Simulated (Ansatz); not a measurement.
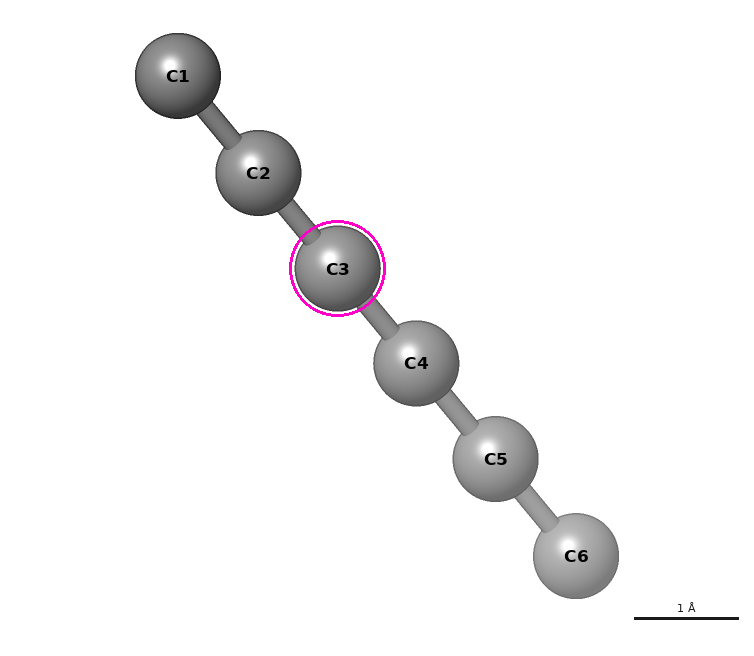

Simulated data, not a measurement (program: Ansatz).

Orthographic view. Atoms fade into the background with distance from the viewer. Geometry: a fixed input geometry, not necessarily a minimum.

Q: Name the neighbours of the circled atom.

A: The circled atom is C3; it is bonded to C2, C4.

Q: What is the shortest path along bonds from the circled atom to C6?

A: C3–C4–C5–C6, 3 bonds; through space the two are 3.88 Å apart.

Q: Which two atoms are farthest apart in space?

A: C1 and C6, 6.48 Å.

Q: Which atom is nearest the viewer?

A: C1, 1.2 Å in front of the mean position.
